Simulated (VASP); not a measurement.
Band structure of MoTe₂ (space group P6_3/mmc). All values below come from PBE GGA, VASP's PBE PAW potentials (set 64) (plane waves; VASP 6.6.1).

The path is coarsely sampled, so an indirect gap can come out somewhat too large. Unless said otherwise, spin-orbit coupling is left out, though it shifts the bands of the heavy elements here.

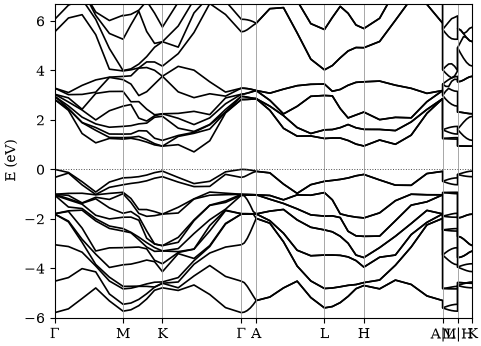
Bands along high-symmetry lines, zero at the valence-band maximum or, without a gap, the Fermi level

**Question.** Read the plot: is there a gap, and where are the band edges?

**Answer.** The gap is indirect, 0.71 eV, from the valence maximum at Γ to the conduction minimum at K-Γ at 0.40.

The structure is a typed MoTe2 crystal. The cell was not relaxed at this level. The run is one of a series of settings (NBANDS = 38 against the base run), some of them coarse on purpose.
